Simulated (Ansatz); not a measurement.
# CH4BCl: two geometries relaxed, part 2 of 2

Aim: relax the geometries before and after the reaction (reductive elimination), and see whether they are two minima and how far apart in energy. Meant to form: H2–Cl3; to break: B1–H2, B1–Cl3. The start is a guess near the saddle point, from which both ends are pulled out.

Ansatz 0.2.0; RKS B3LYP-D4/def2-SVP.

## Step 4: Pulling towards end B

Springs on the bonds that form and break draw the guess towards this end; the thresholds are loose.

The input, input.yaml:

```yaml
crystal:
  periodic: [false, false, false]
  atoms:
    - { symbol: B, position_ang: [0.0, 0.0, 0.0] }
    - { symbol: H, position_ang: [0.5157, 0.0, 1.2908] }
    - { symbol: Cl, position_ang: [2.0511, 0.0, 0.1912] }
    - { symbol: C, position_ang: [-1.3856, 0.0, -0.8] }
    - { symbol: H, position_ang: [-1.9458, -0.9305, -0.5708] }
    - { symbol: H, position_ang: [-1.9898, 0.8797, -0.4946] }
    - { symbol: H, position_ang: [-1.1839, 0.0508, -1.8903] }
basis:
  gaussian: { orbitals: def2-SVP }
hamiltonian:
  xc: b3lyp
  dispersion: d4
relax:
  f_tol: 0.15
  max_steps: 25
  restrain:
    - { distance: [1, 2], at: 1.37, k: 30.0 }
    - { distance: [0, 1], at: 2.39, k: 30.0 }
    - { distance: [0, 2], at: 3.06, k: 30.0 }
output:
  orbitals: {}
```

The run is started by

```console
$ ansatz run input.yaml --threads 1 --pin off --max-ram 2048MiB --backend cpu --events-out ev --progress --plain --runs-dir out
```

What it wrote:

```text
Warning: RAYON_NUM_THREADS=1 ignored (pool sized by the plan → 1); use --threads N
The last accepted step is kept in <dir> (removed where the run ends without a failure and the disk answers)
Engine: ansatz 0.2.0, aarch64-unknown-linux-gnu
Functional definition: B3LYP
  parameter a0 = 0.2
  parameter ax = 0.72
  parameter ac = 0.81
  exchange = (1 - a0 - ax)*slater_x + ax*b88_x + a0*exact_x
  correlation = (1 - ac)*vwn_rpa_c + ac*lyp_c
722 factors; integrals over basis functions are off by at most 3.6e-4 eV
mean field evaluation 1: about -14290.6520 eV, gradient 4.0e1 eV
mean field evaluation 2: about -14289.2305 eV, gradient 4.4e1 eV
mean field evaluation 4: about -14294.5491 eV, gradient 2.1e0 eV
mean field evaluation 8: about -14294.5598 eV, gradient 9.4e-3 eV
mean field -14294.55980962 eV, -525.3153838028 hartree, gradient 3.8e-5 eV, S^2 0.000000; 0 other end points of the search recorded, 0 dependent functions left out
the calculation of the forces begins
reference -14294.56003000 eV, -525.3153919016 hartree; 16, 16 occupied and 50, 50 virtual orbitals, 722 factors
relax step   1: F+E_penalty+E_count = -14294.71150555 eV  Δ(F+E_penalty+E_count) = +0.000e0 eV  max|allowed force component| = 4.847e0 eV/Å  E_restraint = 34.03332291 eV  max|allowed force component, restraints' pulls added| = 3.853e1 eV/Å  Δτ_max = 0.0000 Å  (24 SCF iters, accepted)
  distance H 1 - Cl 2 = 1.8885 Å
  distance B 0 - H 1 = 1.3900 Å
  distance B 0 - Cl 2 = 2.0600 Å
these checks for a lower state are left out or cut short: starts, cluster_reference, orbital_swaps, neighbouring_geometries, increment
722 factors; integrals over basis functions are off by at most 5.3e-4 eV
mean field evaluation 16: about -14292.4123 eV, gradient 9.7e-1 eV
mean field -14292.42315677 eV, -525.2368632590 hartree, gradient 1.3e-5 eV, S^2 0.000000; 0 other end points of the search recorded, 0 dependent functions left out
the calculation of the forces begins
reference -14292.42337566 eV, -525.2368713029 hartree; 16, 16 occupied and 50, 50 virtual orbitals, 722 factors
relax step   2: F+E_penalty+E_count = -14292.59606871 eV  Δ(F+E_penalty+E_count) = +2.115e0 eV  max|allowed force component| = 7.913e0 eV/Å  E_restraint = 19.63824054 eV  max|allowed force component, restraints' pulls added| = 2.739e1 eV/Å  Δτ_max = 0.1931 Å  (34 SCF iters, accepted)
  distance H 1 - Cl 2 = 1.8436 Å
  distance B 0 - H 1 = 1.6662 Å
  distance B 0 - Cl 2 = 2.3109 Å
these checks for a lower state are left out or cut short: starts, cluster_reference, orbital_swaps, neighbouring_geometries, increment
722 factors; integrals over basis functions are off by at most 7.1e-4 eV
mean field -14290.54732841 eV, -525.1679278382 hartree, gradient 1.4e-5 eV, S^2 0.000000; 0 other end points of the search recorded, 0 dependent functions left out
the calculation of the forces begins
reference -14290.54754219 eV, -525.1679356946 hartree; 16, 16 occupied and 50, 50 virtual orbitals, 722 factors
relax step   3: F+E_penalty+E_count = -14290.71609120 eV  Δ(F+E_penalty+E_count) = +1.880e0 eV  max|allowed force component| = 9.372e0 eV/Å  E_restraint = 8.23249694 eV  max|allowed force component, restraints' pulls added| = 1.666e1 eV/Å  Δτ_max = 0.1947 Å  (35 SCF iters, accepted)
  distance H 1 - Cl 2 = 1.7258 Å
  distance B 0 - H 1 = 1.9384 Å
  distance B 0 - Cl 2 = 2.5928 Å
these checks for a lower state are left out or cut short: starts, cluster_reference, orbital_swaps, neighbouring_geometries, increment
724 factors; integrals over basis functions are off by at most 4.4e-4 eV
mean field evaluation 32: about -14290.9468 eV, gradient 1.4e0 eV
mean field -14290.95390280 eV, -525.1828691715 hartree, gradient 7.9e-6 eV, S^2 0.000000; 0 other end points of the search recorded, 0 dependent functions left out
the calculation of the forces begins
reference -14290.95411482 eV, -525.1828769630 hartree; 16, 16 occupied and 50, 50 virtual orbitals, 724 factors
relax step   4: F+E_penalty+E_count = -14291.10996244 eV  Δ(F+E_penalty+E_count) = -3.939e-1 eV  max|allowed force component| = 7.726e0 eV/Å  E_restraint = 2.19096340 eV  max|allowed force component, restraints' pulls added| = 1.115e1 eV/Å  Δτ_max = 0.1968 Å  (31 SCF iters, accepted)
  distance H 1 - Cl 2 = 1.5464 Å
  distance B 0 - H 1 = 2.1599 Å
  distance B 0 - Cl 2 = 2.8110 Å
these checks for a lower state are left out or cut short: starts, cluster_reference, orbital_swaps, neighbouring_geometries, increment
724 factors; integrals over basis functions are off by at most 7.1e-4 eV
mean field -14292.11016016 eV, -525.2253608456 hartree, gradient 1.1e-5 eV, S^2 0.000000; 0 other end points of the search recorded, 0 dependent functions left out
the calculation of the forces begins
reference -14292.11037603 eV, -525.2253687786 hartree; 16, 16 occupied and 50, 50 virtual orbitals, 724 factors
relax step   5: F+E_penalty+E_count = -14292.25906843 eV  Δ(F+E_penalty+E_count) = -1.149e0 eV  max|allowed force component| = 3.838e0 eV/Å  E_restraint = 0.17093929 eV  max|allowed force component, restraints' pulls added| = 2.580e0 eV/Å  Δτ_max = 0.1981 Å  (26 SCF iters, accepted)
  distance H 1 - Cl 2 = 1.3610 Å
  distance B 0 - H 1 = 2.3324 Å
  distance B 0 - Cl 2 = 2.9706 Å
these checks for a lower state are left out or cut short: starts, cluster_reference, orbital_swaps, neighbouring_geometries, increment
724 factors; integrals over basis functions are off by at most 7.4e-4 eV
mean field -14292.78792137 eV, -525.2502681106 hartree, gradient 2.7e-5 eV, S^2 0.000000; 0 other end points of the search recorded, 0 dependent functions left out
the calculation of the forces begins
reference -14292.78814153 eV, -525.2502762015 hartree; 16, 16 occupied and 50, 50 virtual orbitals, 724 factors
relax step   6: F+E_penalty+E_count = -14292.93238804 eV  Δ(F+E_penalty+E_count) = -6.733e-1 eV  max|allowed force component| = 1.266e0 eV/Å  E_restraint = 0.02032866 eV  max|allowed force component, restraints' pulls added| = 1.632e0 eV/Å  Δτ_max = 0.1942 Å  (26 SCF iters, accepted)
  distance H 1 - Cl 2 = 1.3546 Å
  distance B 0 - H 1 = 2.3912 Å
  distance B 0 - Cl 2 = 3.0934 Å
these checks for a lower state are left out or cut short: starts, cluster_reference, orbital_swaps, neighbouring_geometries, increment
724 factors; integrals over basis functions are off by at most 7.6e-4 eV
mean field -14293.16610652 eV, -525.2641661586 hartree, gradient 2.0e-5 eV, S^2 0.000000; 0 other end points of the search recorded, 0 dependent functions left out
the calculation of the forces begins
reference -14293.16632959 eV, -525.2641743564 hartree; 16, 16 occupied and 50, 50 virtual orbitals, 724 factors
relax step   7: F+E_penalty+E_count = -14293.30915380 eV  Δ(F+E_penalty+E_count) = -3.768e-1 eV  max|allowed force component| = 9.036e-1 eV/Å  E_restraint = 0.12931455 eV  max|allowed force component, restraints' pulls added| = 3.005e0 eV/Å  Δτ_max = 0.1914 Å  (26 SCF iters, accepted)
  distance H 1 - Cl 2 = 1.3377 Å
  distance B 0 - H 1 = 2.4140 Å
  distance B 0 - Cl 2 = 3.1437 Å
these checks for a lower state are left out or cut short: starts, cluster_reference, orbital_swaps, neighbouring_geometries, increment
724 factors; integrals over basis functions are off by at most 6.9e-4 eV
mean field evaluation 64: about -14293.2335 eV, gradient 6.7e-4 eV
mean field -14293.23354044 eV, -525.2666443096 hartree, gradient 1.5e-5 eV, S^2 0.000000; 0 other end points of the search recorded, 0 dependent functions left out
the calculation of the forces begins
reference -14293.23376243 eV, -525.2666524676 hartree; 16, 16 occupied and 50, 50 virtual orbitals, 724 factors
relax step   8: F+E_penalty+E_count = -14293.37948106 eV  Δ(F+E_penalty+E_count) = -7.033e-2 eV  max|allowed force component| = 8.758e-1 eV/Å  E_restraint = 0.02963398 eV  max|allowed force component, restraints' pulls added| = 4.907e-1 eV/Å  Δτ_max = 0.1997 Å  (25 SCF iters, accepted)
  distance H 1 - Cl 2 = 1.3361 Å
  distance B 0 - H 1 = 2.3823 Å
  distance B 0 - Cl 2 = 3.0877 Å
these checks for a lower state are left out or cut short: starts, cluster_reference, orbital_swaps, neighbouring_geometries, increment
724 factors; integrals over basis functions are off by at most 7.3e-4 eV
mean field -14293.26403079 eV, -525.2677648092 hartree, gradient 1.8e-5 eV, S^2 0.000000; 0 other end points of the search recorded, 0 dependent functions left out
the calculation of the forces begins
reference -14293.26425356 eV, -525.2677729958 hartree; 16, 16 occupied and 50, 50 virtual orbitals, 724 factors
relax step   9: F+E_penalty+E_count = -14293.41230669 eV  Δ(F+E_penalty+E_count) = -3.283e-2 eV  max|allowed force component| = 8.270e-1 eV/Å  E_restraint = 0.02673755 eV  max|allowed force component, restraints' pulls added| = 1.860e-1 eV/Å  Δτ_max = 0.1185 Å  (25 SCF iters, accepted)
  distance H 1 - Cl 2 = 1.3349 Å
  distance B 0 - H 1 = 2.3790 Å
  distance B 0 - Cl 2 = 3.0807 Å
these checks for a lower state are left out or cut short: starts, cluster_reference, orbital_swaps, neighbouring_geometries, increment
725 factors; integrals over basis functions are off by at most 7.9e-4 eV
mean field -14293.27201283 eV, -525.2680581437 hartree, gradient 1.7e-5 eV, S^2 0.000000; 0 other end points of the search recorded, 0 dependent functions left out
the calculation of the forces begins
reference -14293.27223965 eV, -525.2680664792 hartree; 16, 16 occupied and 50, 50 virtual orbitals, 725 factors
relax step  10: F+E_penalty+E_count = -14293.42473201 eV  Δ(F+E_penalty+E_count) = -1.243e-2 eV  max|allowed force component| = 1.109e0 eV/Å  E_restraint = 0.01613675 eV  max|allowed force component, restraints' pulls added| = 9.594e-1 eV/Å  Δτ_max = 0.1971 Å  (26 SCF iters, accepted)
  distance H 1 - Cl 2 = 1.3518 Å
  distance B 0 - H 1 = 2.3910 Å
  distance B 0 - Cl 2 = 3.0873 Å
these checks for a lower state are left out or cut short: starts, cluster_reference, orbital_swaps, neighbouring_geometries, increment
725 factors; integrals over basis functions are off by at most 8.5e-4 eV
mean field -14293.29139794 eV, -525.2687705333 hartree, gradient 1.4e-5 eV, S^2 0.000000; 0 other end points of the search recorded, 0 dependent functions left out
the calculation of the forces begins
reference -14293.29162358 eV, -525.2687788257 hartree; 16, 16 occupied and 50, 50 virtual orbitals, 725 factors
relax step  11: F+E_penalty+E_count = -14293.44734858 eV  Δ(F+E_penalty+E_count) = -2.262e-2 eV  max|allowed force component| = 8.607e-1 eV/Å  E_restraint = 0.01778100 eV  max|allowed force component, restraints' pulls added| = 1.748e-1 eV/Å  Δτ_max = 0.1093 Å  (27 SCF iters, accepted)
  distance H 1 - Cl 2 = 1.3392 Å
  distance B 0 - H 1 = 2.3794 Å
  distance B 0 - Cl 2 = 3.0710 Å
these checks for a lower state are left out or cut short: starts, cluster_reference, orbital_swaps, neighbouring_geometries, increment
725 factors; integrals over basis functions are off by at most 8.7e-4 eV
mean field -14293.29371799 eV, -525.2688557935 hartree, gradient 1.7e-5 eV, S^2 0.000000; 0 other end points of the search recorded, 0 dependent functions left out
the calculation of the forces begins
reference -14293.29394196 eV, -525.2688640243 hartree; 16, 16 occupied and 50, 50 virtual orbitals, 725 factors
relax step  12: F+E_penalty+E_count = -14293.45113753 eV  Δ(F+E_penalty+E_count) = -3.789e-3 eV  max|allowed force component| = 8.532e-1 eV/Å  E_restraint = 0.01751845 eV  max|allowed force component, restraints' pulls added| = 4.881e-2 eV/Å  Δτ_max = 0.0535 Å  (26 SCF iters, accepted)
  distance H 1 - Cl 2 = 1.3389 Å
  distance B 0 - H 1 = 2.3797 Å
  distance B 0 - Cl 2 = 3.0699 Å
725 factors; integrals over basis functions are off by at most 8.7e-4 eV
mean field evaluation 96: about -14293.2937 eV, gradient 1.7e-5 eV
mean field -14293.29371799 eV, -525.2688557935 hartree, gradient 1.7e-5 eV, S^2 0.000000; 1 other end points of the search recorded, 0 dependent functions left out
the calculation of the forces begins
reference -14293.29394196 eV, -525.2688640243 hartree; 16, 16 occupied and 50, 50 virtual orbitals, 725 factors
Total energy: -14293.45136150 eV, -525.2746490858 hartree
Atom 0 at    -0.904216     0.013008     0.593213 Å, force     0.011725     0.004213     0.114216 eV/Å
Atom 1 at     1.380629     0.011398     1.258524 Å, force     0.232361    -0.028778    -0.853181 eV/Å
Atom 2 at     2.133575    -0.026113     0.151977 Å, force    -0.261176     0.023115     0.720628 eV/Å
Atom 3 at    -1.515813     0.002679    -0.815530 Å, force     0.048806    -0.005280     0.021471 eV/Å
Atom 4 at    -2.090280    -0.932972    -0.955343 Å, force    -0.017477     0.007115    -0.000602 eV/Å
Atom 5 at    -2.205536     0.862625    -0.911785 Å, force    -0.022223    -0.005615    -0.011730 eV/Å
Atom 6 at    -0.736658     0.069375    -1.594756 Å, force     0.007984     0.005230     0.009198 eV/Å
Dipole moment:    -0.364277     0.001564    -0.344278 e Å
```

Wall time 25 s (1 thread of Arm Neoverse V1, shared host); peak memory 0.13 GiB.

The steps of the relaxation:

```tsv
step	energy from step 1 (eV)	largest force component (eV/Å)
1	0.0000	4.8471
2	2.1154	7.9131
3	3.9954	9.3724
4	3.6015	7.7264
5	2.4524	3.8376
6	1.7791	1.2661
7	1.4024	0.9036
8	1.3320	0.8758
9	1.2992	0.8270
10	1.2868	1.1085
11	1.2642	0.8607
12	1.2604	0.8532
```

Step 1 is the start. Energies and forces in the table leave out the springs, which the log lists apart; the run stops on the force with the springs' pull added.

After: Bond lengths: H2–Cl3 1.339 Å, B1–C4 1.536 Å, C4–H5 1.107 Å, C4–H6 1.107 Å, C4–H7 1.104 Å. Angles: B1–C4–H5 109.2°, B1–C4–H6 108.8°, B1–C4–H7 111.5°, H5–C4–H6 108.8°, H5–C4–H7 109.2°, H6–C4–H7 109.4°.

Pairs that crossed the distance rule for bonds on the way: came closer H2–Cl3; moved apart B1–Cl3.

## Step 5: End point B

It starts where the restrained run ended.

The input, input.yaml:

```yaml
crystal:
  periodic: [false, false, false]
  atoms:
    - { symbol: B, position_ang: [-0.904216, 0.013008, 0.593213] }
    - { symbol: H, position_ang: [1.380629, 0.011398, 1.258524] }
    - { symbol: Cl, position_ang: [2.133575, -0.026113, 0.151977] }
    - { symbol: C, position_ang: [-1.515813, 0.002679, -0.81553] }
    - { symbol: H, position_ang: [-2.09028, -0.932972, -0.955343] }
    - { symbol: H, position_ang: [-2.205536, 0.862625, -0.911785] }
    - { symbol: H, position_ang: [-0.736658, 0.069375, -1.594756] }
basis:
  gaussian: { orbitals: def2-SVP }
hamiltonian:
  xc: b3lyp
  dispersion: d4
relax:
  f_tol: 0.03
  max_steps: 50
```

The run is started by

```console
$ ansatz run input.yaml --threads 1 --pin off --max-ram 2048MiB --backend cpu --events-out ev --progress --plain --runs-dir out
```

What it wrote, shortened:

```text
Warning: RAYON_NUM_THREADS=1 ignored (pool sized by the plan → 1); use --threads N
[...]
[... 1 set-up line as earlier in the session ...]
[...]
717 factors; integrals over basis functions are off by at most 3.4e-4 eV
[...]
mean field -14293.29371614 eV, -525.2688557255 hartree, gradient 3.1e-5 eV, S^2 0.000000; 0 other end points of the search recorded, 0 dependent functions left out
[...]
reference -14293.29393871 eV, -525.2688639051 hartree; 16, 16 occupied and 50, 50 virtual orbitals, 717 factors
relax step   1: F+E_penalty+E_count = -14293.45113565 eV  Δ(F+E_penalty+E_count) = +0.000e0 eV  max|allowed force component| = 8.532e-1 eV/Å  Δτ_max = 0.0000 Å  (23 SCF iters, accepted)
[...]
relax step   5: F+E_penalty+E_count = -14293.70579315 eV  Δ(F+E_penalty+E_count) = -4.186e-2 eV  max|allowed force component| = 5.243e-1 eV/Å  Δτ_max = 0.0731 Å  (26 SCF iters, accepted)
[...]
mean field -14297.63247347 eV, -525.4283021165 hartree, gradient 1.7e-5 eV, S^2 0.000000; 1 other end points of the search recorded, 0 dependent functions left out
[...]
reference -14297.63267557 eV, -525.4283095436 hartree; 16, 16 occupied and 50, 50 virtual orbitals, 717 factors
Total energy: -14297.79306594 eV, -525.4342037809 hartree
Atom 0 at     0.029519     0.002570     0.265201 Å, force     0.020641    -0.014809    -0.010474 eV/Å
Atom 1 at    -0.161927    -0.008747     1.454820 Å, force     0.001240     0.005464    -0.000025 eV/Å
Atom 2 at     1.719154    -0.004269    -0.240769 Å, force    -0.018689     0.004375     0.012292 eV/Å
Atom 3 at    -1.135485     0.008149    -0.767056 Å, force    -0.019299    -0.005513    -0.009899 eV/Å
Atom 4 at    -1.747566    -0.902077    -0.614945 Å, force     0.012961     0.016605     0.001240 eV/Å
Atom 5 at    -1.819289     0.850083    -0.550832 Å, force     0.010213    -0.008121    -0.001601 eV/Å
Atom 6 at    -0.822704     0.054291    -1.820121 Å, force    -0.007067     0.001999     0.008467 eV/Å
Dipole moment:    -0.246296    -0.001997    -0.053722 e Å
```

Wall time 39 s (1 thread of Arm Neoverse V1, shared host); peak memory 0.13 GiB.

Relaxation path:

```tsv
step	energy from step 1 (eV)	largest force component (eV/Å)
1	0.0000	0.8532
2	-0.0566	0.7579
3	-0.1335	0.3007
4	-0.2128	0.5822
5	-0.2547	0.5243
6	-0.3874	1.3657
7	-0.5437	1.2443
8	-0.9153	3.5467
9	-1.4795	3.6415
10	-2.5718	4.0261
11	-3.5669	2.9759
12	-4.1729	1.1556
13	-4.3209	0.5779
14	-4.3244	0.4414
15	-4.3381	0.2129
16	-4.3412	0.0321
17	-4.3415	0.0098
18	-4.3417	0.0425
19	-4.3417	0.0206
```

Step 1 is the start.

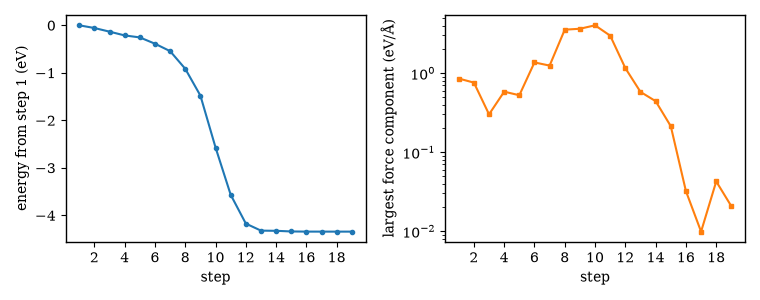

How energy and force went from step to step.

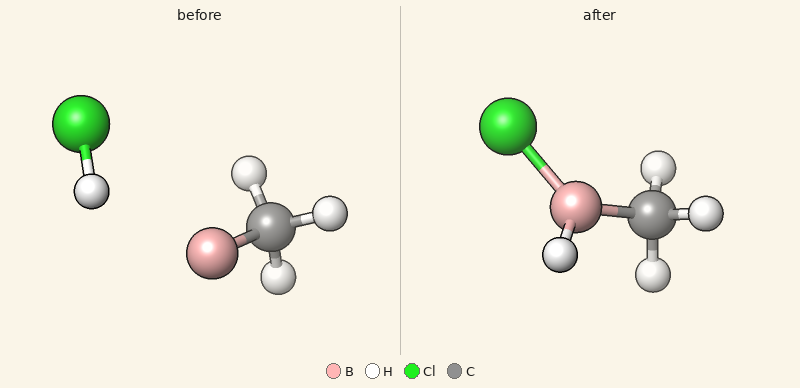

Before and after, at one scale.

After: Bond lengths: B1–H2 1.205 Å, B1–Cl3 1.764 Å, B1–C4 1.557 Å, C4–H5 1.107 Å, C4–H6 1.106 Å, C4–H7 1.100 Å. Angles: H2–B1–Cl3 115.8°, H2–B1–C4 122.4°, Cl3–B1–C4 121.8°, B1–C4–H5 108.6°, B1–C4–H6 109.6°, B1–C4–H7 115.0°, H5–C4–H6 104.9°, H5–C4–H7 108.9°, H6–C4–H7 109.3°.

Pairs that crossed the distance rule for bonds on the way: came closer B1–H2, B1–Cl3; moved apart H2–Cl3.

## Step 6: Results

The summary covers parts 1 to 2.

```
                           quantity                     value
                              end A   5 moves, 0.038 eV lower
                              end B  18 moves, 4.342 eV lower
largest difference between the ends                    0.01 Å
            end B relative to end A                 +0.000 eV
```

**Reading.** Both starts fell into the same minimum (no atom differs by more than 0.01 Å), so from this start no second minimum was found and no band was run; another arrangement could still be one.
